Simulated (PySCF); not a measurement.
**W(OH)₂: relaxation and vibrations of the triplet**

Where does triplet W(OH)₂ go from a bent start, is the end point a minimum, and what are its modes, charges and moments?

Method: PBE0, basis W def2-TZVP with ECP60, O def2-TZVP, H def2-TZVP, scalar-relativistic core potentials, no spin–orbit coupling, density fitting; program: PySCF 2.14.0.

## (1) Where the work starts

5 atoms, charge 0, spin multiplicity 3.

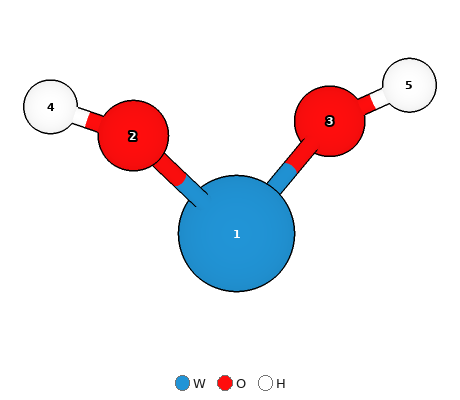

Start geometry, drawn with tungsten blue, oxygen red, hydrogen white; atoms are numbered from 1 in the order of the file.

Z-matrix (Å, degrees; charge 0 multiplicity 3):
```
W
O  1 2.0000
O  1 2.0000 2 110.00
H  2 0.9600 1 130.00 3 90.00
H  3 0.9600 1 130.00 2 90.00
```

## (2) The SCF at the typed geometry

The steps below are one call of a driver around PySCF. For each, scf.py gives the equivalent set-up of the SCF; relaxations use the driver's own optimiser. After this first run the driver tries any further starts and a stability analysis.

Contents of scf.py:

```python
from pyscf import gto, scf, dft
mol = gto.M(atom='''
W      0.000000     0.000000     0.000000
O      1.638300     0.000000     1.147200
O     -1.638300     0.000000     1.147200
H      2.143800    -0.735400     1.501100
H     -2.143800     0.735400     1.501100''',
    basis={'W': 'def2-TZVP', 'O': 'def2-TZVP', 'H': 'def2-TZVP'},
    ecp={'W': 'def2-TZVP'},
    charge=0, spin=2)
mf = dft.UKS(mol, xc='PBE0')
mf.grids.atom_grid = (50, 194)
aux = {'W': 'def2-universal-JKFIT', 'O': 'def2-universal-JKFIT', 'H': 'def2-universal-JKFIT'}
mf = mf.density_fit(auxbasis=aux)
mf.conv_tol = 1e-08
mf.diis_space = 10
mf.max_cycle = 60
mf.init_guess = 'minao'
mf.verbose = 4
mf.kernel()
```

On the command line:

```
$ OMP_NUM_THREADS=4 python axn.py task.json out
```

Standard output:

```text
init E= -199.422193707729
[... the frontier-level lines of each cycle are left out ...]
cycle= 1 E= -218.211803165131  delta_E= -18.8  |g|= 0.925  |ddm|= 5.13
cycle= 2 E= -212.704243419692  delta_E= 5.51  |g|=  3.5  |ddm|= 2.22
cycle= 3 E= -218.483849493984  delta_E= -5.78  |g|= 0.369  |ddm|= 2.02
cycle= 4 E= -218.539484295274  delta_E= -0.0556  |g|= 0.201  |ddm|= 0.832
cycle= 5 E= -218.563671178405  delta_E= -0.0242  |g|= 0.0561  |ddm|= 0.321
cycle= 6 E= -218.565400554388  delta_E= -0.00173  |g|= 0.0175  |ddm|= 0.0554
cycle= 7 E= -218.566090420499  delta_E= -0.00069  |g|= 0.00899  |ddm|= 0.0727
cycle= 8 E= -218.566411645692  delta_E= -0.000321  |g|= 0.0043  |ddm|= 0.0484
cycle= 9 E= -218.566657009899  delta_E= -0.000245  |g|= 0.00387  |ddm|= 0.0415
cycle= 10 E= -218.56682205863  delta_E= -0.000165  |g|= 0.00373  |ddm|= 0.0266
cycle= 11 E= -218.567283196292  delta_E= -0.000461  |g|= 0.00349  |ddm|= 0.077
cycle= 12 E= -218.567676920312  delta_E= -0.000394  |g|= 0.00321  |ddm|= 0.0726
cycle= 13 E= -218.567820446861  delta_E= -0.000144  |g|= 0.00382  |ddm|= 0.0306
cycle= 14 E= -218.567747030366  delta_E= 7.34e-05  |g|= 0.004  |ddm|= 0.0136
cycle= 15 E= -218.568169911565  delta_E= -0.000423  |g|= 0.00539  |ddm|= 0.135
cycle= 16 E= -218.568051931143  delta_E= 0.000118  |g|= 0.00217  |ddm|= 0.0487
cycle= 17 E= -218.568102781495  delta_E= -5.09e-05  |g|= 0.00324  |ddm|= 0.0392
cycle= 18 E= -218.568176367407  delta_E= -7.36e-05  |g|= 0.00372  |ddm|= 0.0381
cycle= 19 E= -218.568223039138  delta_E= -4.67e-05  |g|= 0.00153  |ddm|= 0.038
cycle= 20 E= -218.568222442359  delta_E= 5.97e-07  |g|= 0.00166  |ddm|= 0.00729
cycle= 21 E= -218.568232017372  delta_E= -9.58e-06  |g|= 0.00118  |ddm|= 0.0329
cycle= 22 E= -218.568233637317  delta_E= -1.62e-06  |g|= 0.000254  |ddm|= 0.0127
cycle= 23 E= -218.56823438877  delta_E= -7.51e-07  |g|= 9.95e-05  |ddm|= 0.00435
cycle= 24 E= -218.568234548795  delta_E= -1.6e-07  |g|= 6.29e-05  |ddm|= 0.002
cycle= 25 E= -218.568234638676  delta_E= -8.99e-08  |g|= 2.54e-05  |ddm|= 0.00243
cycle= 26 E= -218.568234641814  delta_E= -3.14e-09  |g|= 2.26e-05  |ddm|= 0.000551
Extra cycle  E= -218.568234642372  delta_E= -5.58e-10  |g|= 3.09e-05  |ddm|= 7.08e-05
converged SCF energy = -218.568234642372  <S^2> = 2.0366479  2S+1 = 3.0243332
```

This step, with its further starts and checks, took 17 s on 4 threads of Arm Neoverse V1, shared host.

The starts that the driver tried:

```
                      start  energy (Eh)
    the minimal-basis guess  -218.568235
a thermally smeared density  -218.580472
      a smeared PBE density  -218.573221
```

The first run landed in a state that is too high. Following the other starts and the instabilities gains 32.1 kJ/mol (-218.58047 Eh), and the work goes on from there.

## (3) Relaxation: bent start, triplet

The program finds C2 symmetry in the start, which this walk keeps. Threshold on the gradient: 0.0003 Eh/bohr, with a further test on the energy change.

scf.py, as its differences from that of step 2:

```diff
@@ -3,5 +3,5 @@
-W      0.000000     0.000000     0.000000
-O      1.638300     0.000000     1.147200
-O     -1.638300     0.000000     1.147200
-H      2.143800    -0.735400     1.501100
-H     -2.143800     0.735400     1.501100''',
+W      0.000000     0.000000    -0.182259
+O      1.638300    -0.000000     0.964941
+O     -1.638300     0.000000     0.964941
+H      2.143800    -0.735400     1.318841
+H     -2.143800     0.735400     1.318841''',
@@ -18 +17,0 @@
-mf.init_guess = 'minao'
```

Energy and gradient, step by step (not every step is listed):

```
step  energy (Eh)  change (kJ/mol)  largest symmetric gradient (Eh/bohr)
   0  -218.580471             0.00                               0.07992
   1  -218.598308           -46.83                               0.03223
   2  -218.603099           -59.41                               0.01361
   3  -218.605032           -64.48                               0.01134
   4  -218.611802           -82.26                               0.05115
   5  -218.618764          -100.54                               0.02209
   6  -218.618910          -100.92                               0.02922
   7  -218.621941          -108.88                               0.01359
   8  -218.624194          -114.79                               0.00771
   9  -218.628505          -126.11                               0.01530
  10  -218.630324          -130.89                               0.02304
  12  -218.636223          -146.38                               0.01305
  14  -218.639506          -154.99                               0.01147
  16  -218.640164          -156.72                               0.01686
  18  -218.640759          -158.29                               0.00041
  20  -218.640807          -158.41                               0.00148
  22  -218.640961          -158.82                               0.00471
  24  -218.641027          -158.99                               0.00212
  26  -218.641054          -159.06                               0.00142
  27  -218.641068          -159.10                               0.00143
  28  -218.641085          -159.14                               0.00138
  29  -218.641095          -159.17                               0.00050
  30  -218.641098          -159.18                               0.00049
  31  -218.641099          -159.18                               0.00040
  32  -218.641100          -159.18                               0.00019
```

The walk took 90 s.

Geometry (Å) and forces (eV/Å) at some steps:

```
step 0
W    0.000   0.000  -0.182   0.001   0.000   4.109
O    1.638   0.000   0.965  -1.677   0.514  -1.888
O   -1.638   0.000   0.965   1.677  -0.514  -1.887
H    2.144  -0.735   1.319  -0.294  -0.291  -0.167
H   -2.144   0.735   1.319   0.293   0.291  -0.167
step 1
W    0.000   0.000  -0.078  -0.001   0.000   1.657
O    1.638   0.019   0.911  -0.143  -0.088  -0.515
O   -1.638  -0.019   0.911   0.144   0.088  -0.515
H    2.097  -0.734   1.321  -0.478   0.238  -0.313
H   -2.097   0.734   1.321   0.478  -0.238  -0.313
step 16
W    0.000   0.000   0.629   0.001   0.000   0.008
O    1.769  -0.415   0.772   0.867  -0.055   0.310
O   -1.769   0.415   0.772  -0.868   0.056   0.310
H    2.669  -0.551   1.106  -0.808   0.069  -0.314
H   -2.669   0.551   1.106   0.808  -0.069  -0.314
step 32
W    0.000   0.000   0.870   0.000   0.000   0.002
O    1.781  -0.383   0.874  -0.010   0.002  -0.001
O   -1.781   0.383   0.874   0.010  -0.002  -0.001
H    2.713  -0.583   0.884   0.000   0.000   0.000
H   -2.713   0.583   0.884   0.000   0.000   0.000
```

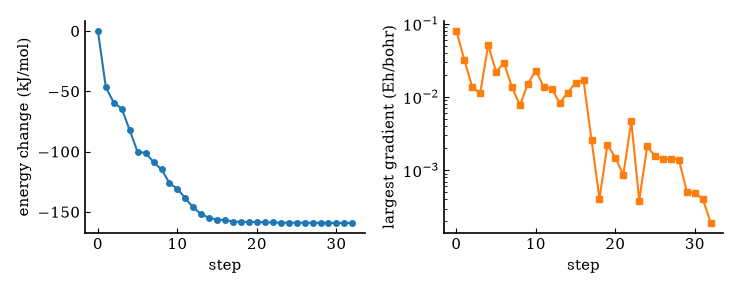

How energy and gradient fall.

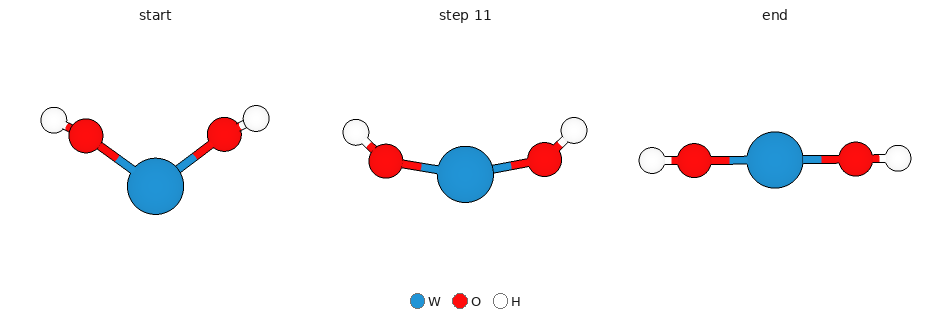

Start and end of the relaxation, with a step between.

After 32 steps and 159.2 kJ/mol it ends at D∞h: O–H 0.953 Å (×2), W–O 1.822 Å (×2); H–O–W 179.6° (×2), O–W–O 179.7°.

## (4) Frequencies

On the finer grid the gradient is checked again; gradients at displacements of ±0.02 bohr then give force constants and infrared intensities.

scf.py, as its differences from that of step 3:

```diff
@@ -3,5 +3,5 @@
-W      0.000000     0.000000    -0.182259
-O      1.638300    -0.000000     0.964941
-O     -1.638300     0.000000     0.964941
-H      2.143800    -0.735400     1.318841
-H     -2.143800     0.735400     1.318841''',
+W      0.000000     0.000000    -0.000000
+O      1.780986    -0.383014    -0.000000
+O     -1.780986     0.383014     0.000000
+H      2.712644    -0.583374    -0.000000
+H     -2.712644     0.583374     0.000000''',
@@ -12 +12 @@
-mf.grids.atom_grid = (50, 194)
+mf.grids.atom_grid = (75, 302)
@@ -15 +15 @@
-mf.conv_tol = 1e-08
+mf.conv_tol = 1e-10
```

This SCF starts from the last density.

Log of the central SCF (cycles and frontier levels):

```text
init E= -218.64109035081
[... the frontier-level lines of each cycle are left out ...]
cycle= 1 E= -218.641090350806  delta_E= 3.92e-12  |g|= 2.73e-06  |ddm|= 2.55e-06
Extra cycle  E= -218.641090350797  delta_E= 8.75e-12  |g|= 5.76e-06  |ddm|= 4.29e-06
converged SCF energy = -218.641090350797  <S^2> = 2.0171818  2S+1 = 3.0114328
```

The whole step took 39 s.

Geometry: D∞h; O–H 0.953 Å (×2), W–O 1.822 Å (×2); H–O–W 180.0° (×2), O–W–O 180.0°.

Modes, for the most abundant isotopes:

```csv
symmetry,ω (cm⁻¹),IR (km/mol),μ (u)
πu,59,114,2.35
πu,458,251,1.63
πg,484,0.0,1.14
σu+,767,225,9.84
σg+,822,0.0,8.26
σu+,3996,707,1.07
σg+,4000,0.0,1.07
```

Every mode is real; the point is a minimum.

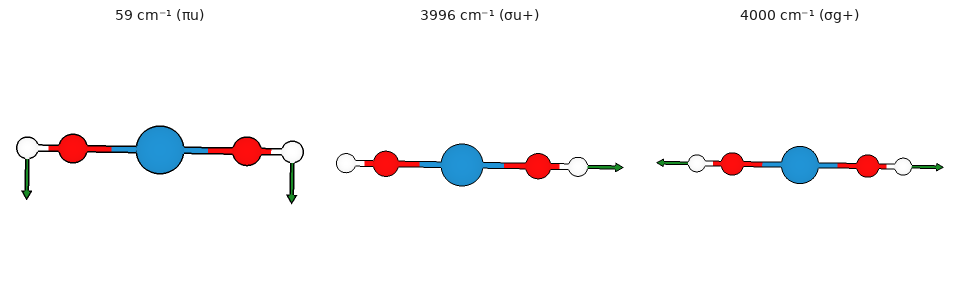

How the atoms move in 3 of the modes.

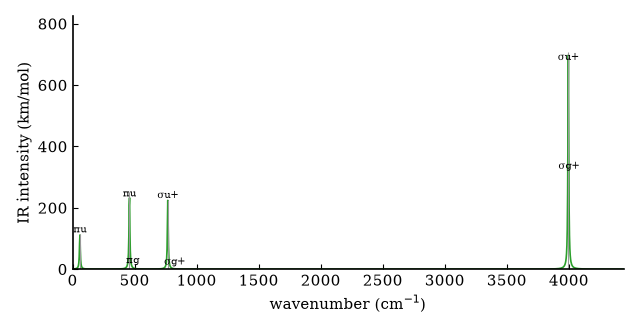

The harmonic infrared spectrum (widths in cm⁻¹). Lines are broadened to a width of 8 cm⁻¹ (Lorentzian).

Constants and moments:

| Property | Result |
| --- | --- |
| Dipole moment | 0.00 D |
| Highest occupied level | -4.76 eV |
| Lowest empty level | -1.42 eV |
| Rotational constants | 0.1385 cm⁻¹ |
| Zero-point energy | 69.3 kJ/mol |
| Principal polarisabilities | 60.5, 60.5, 62.4 bohr³ |
| Atomisation energy without zero-point energy | 1816 kJ/mol |
| Principal traceless quadrupole moments about the centre of mass | -9.05, -9.05, 18.10 D Å |
| Entropy at 298.15 K and 1 bar (electronic part: spin only) | 300.2 J/(mol K) |
| Heat capacity Cp at 298.15 K | 73.1 J/(mol K) |
| Enthalpy at 298.15 K above 0 K | 15.98 kJ/mol |
| Rotational symmetry number | 2 |
| Spin squared ⟨S²⟩ | 2.017 |

Populations by atom (charges in e):

```
atom  Mulliken  Löwdin  polar tensor  spin (Mulliken)  Mayer order to W1
  W1      0.48    0.26          0.66             2.12                  –
O2,3     -0.59   -0.30         -0.70            -0.06               1.20
H4,5      0.35    0.17          0.37             0.00               0.02
```

Outer orbital energies (eV). α occupied: -14.02, -11.20, -11.20, -10.08, -10.08, -6.15, -6.08, -6.08; empty: -1.19, -1.19, 0.56, 0.64. β occupied: -27.71, -16.75, -14.04, -11.14, -11.14, -10.23, -10.23, -4.76; empty: -1.42, -1.42, -0.30, -0.30.

Mulliken populations on W1 (outside its core potential): s 3.53, p 6.23, d 3.65, f 0.10.

## (5) What came out

| quantity | value |
| --- | --- |
| minimum | triplet, D∞h |
| geometry | O–H 0.953 Å (×2), W–O 1.822 Å (×2); H–O–W 180.0° (×2), O–W–O 180.0° |
| wavenumbers (cm⁻¹) | 59 (πu), 458 (πu), 484 (πg), 767 (σu+), 822 (σg+), 3996 (σu+), 4000 (σg+) |
| dipole moment | 0.00 D |
| highest occupied, lowest empty level (either spin) | -4.76, -1.42 eV |
| polar-tensor charge of W1 | +0.66 e |
| zero-point energy | 69.3 kJ/mol |
| entropy at 298.15 K | 300.2 J/(mol K) |
| atomisation energy (no zero-point energy) | 1816 kJ/mol |
| ⟨S²⟩ | 2.017 |

**Reading.** From C2 at the start the molecule goes to a D∞h minimum. In the infrared the band at 3996 cm⁻¹ (σu+) leads. The dipole vanishes although W1 carries +0.7 e by the polar tensor: the bond dipoles cancel. Most of the spin sits on W1 (Mulliken spin 2.12, against 2 for the whole molecule). The first SCF alone would have been 32 kJ/mol too high. Other starts or spin states, not run here, may lie lower. Open d and f shells are described by one determinant, and the ground state may have another occupation or spin. Spin–orbit coupling, left out here, can matter for elements this heavy.

The search up to here took 2.4 min.
